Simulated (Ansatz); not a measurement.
The calculation's input:

```
basis:
  gaussian: {orbitals: def2-TZVPD}
crystal:
  periodic: [false, false, false]
  atoms:
    - {symbol: Br, position_ang: [-0.225481, 0.856200, -2.074340]}
    - {symbol: "N", position_ang: [-0.555757, -0.866175, 0.687512]}
    - {symbol: Si, position_ang: [0.517200, 0.076668, -0.076794]}
    - {symbol: H, position_ang: [-0.513931, -1.351373, 1.578422]}
magnetization: {spin_polarized: true, initial_magnetization: 1}
hamiltonian: {xc: {name: PBE0}}
output: {forces: true, orbitals: {seedname: orbitals}}
```

Command:

```sh
ansatz run input.yaml --threads 1 --pin off --max-ram 2610MiB --events-out events.jsonl --progress --plain --runs-dir runs
```

Geometry: B3LYP/6-31G*.

Theory: isolated molecule in a Gaussian basis; Kohn-Sham density functional theory, functional PBE0 in Ansatz.

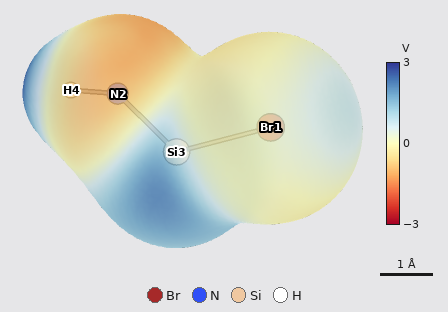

BrHNSi (SMILES N=[Si]Br) (doublet). The molecular electrostatic potential painted on the density surface at 0.004 e/bohr³, seen at a tilt; red is negative and blue positive.

Question: Describe the electrostatic potential map.

Answer: The most negative region (about −1.2 V) lies over N2, the most positive (about +2.8 V) over H4. Br1 shows a σ-hole: about +0.8 V at the tip opposite its bond, against about −0.1 V on its flanks. N2 is the likeliest acceptor of a hydrogen bond.
